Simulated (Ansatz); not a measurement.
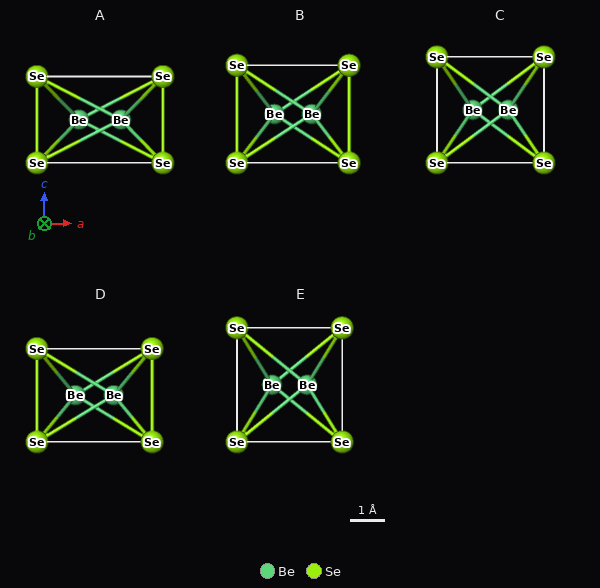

5 geometries from one relaxation of solid Be2Se (a generated structure, set up in P6/mmm), in shuffled order. The picture is a ball-and-stick view of the cell of the calculation, seen along the b axis.

Computed with Ansatz 0.2.0, DFT PBE, scalar-relativistic, plane waves, PAW. Set-up: plane-wave cutoff 420 eV; k-point mesh 12 × 12 × 18; occupations gaussian; smearing width 0.1 eV; no spin polarisation; cell and atoms relaxed; force threshold 0.01 eV/Å; at most 80 steps.

Order the frames from highest to lowest energy.

A, D, B, C, E. They are steps 0, 2, 3, 5, 13, at +403 meV per atom, +266 meV per atom, +192 meV per atom, +40.2 meV per atom relative to the last. After 11 accepted moves (13 points after the start) the energy has fallen by 403 meV per atom. All forces vanish by symmetry, so only the cell relaxes. The pressure goes from −3.33 to 0.00 GPa. At 2 points the geometry stayed and the basis and grid were re-selected for the new cell (energy shift of 7.0 meV per atom at most each time). The atoms keep their places relative to the cell (all moves are under 0.005 Å). The drawn cell changes as follows: a = b 4.384 → 3.662 Å (−16.5 %), c 2.606 → 3.438 Å (+31.9 %); the volume changes by −8.0 %. Near-neighbour distances that change, for instance: Se–Se 2.606 → 3.438 Å, Be–Se 2.847 → 2.725 Å. The space group stays P6/mmm (No. 191). Cost: 70 s on 1 thread of AMD EPYC 7R43 64-Core Processor (Zen 3), with other jobs on the host, peak memory 0.46 GiB.
